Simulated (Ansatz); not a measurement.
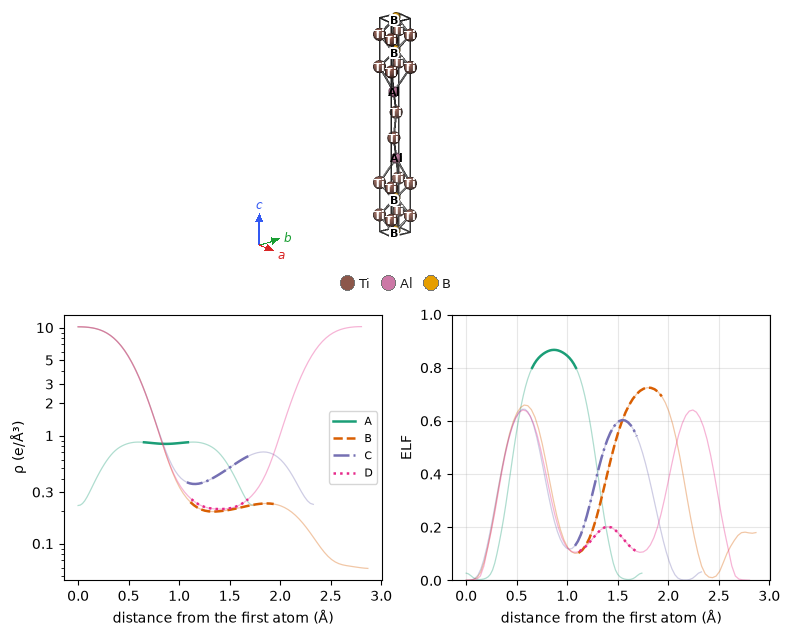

Ti$_{3}$AlB$_{3}$. Valence electron density and ELF along straight lines between neighbouring atoms. Thin, pale parts lie inside the atomic spheres. The structure is drawn too.

Space group P-3m1; a generated structure, not necessarily the stable one; computed without spin polarisation.

Computed with Ansatz 0.2.0, DFT r2SCAN, scalar-relativistic, plane waves, PAW.

In a PAW calculation such maps are meaningful between the atoms, not at the nuclei.

**Which curve belongs to which contact (B–B, Ti–Al, Ti–B and Ti–Ti)? The first atom named is at distance zero.**

Curve A: B–B (1.74 Å): the density is about 0.84 e/Å³ at the midpoint; the ELF peaks at about 0.85 between the atoms. Curve B: Ti–Al (2.87 Å): ρ at the midpoint is about 0.2 e/Å³; the ELF is about 0.45 at the midpoint. Curve C: Ti–B (2.33 Å): ρ is about 0.36 e/Å³ halfway; the ELF peaks at about 0.60 in the valence shell of B, 0.8 Å from its nucleus, and is about 0.20 at the midpoint. Curve D: Ti–Ti (2.80 Å): the density is about 0.21 e/Å³ at the midpoint; the ELF is about 0.20 at the midpoint (no shared electron pair shows on this line).
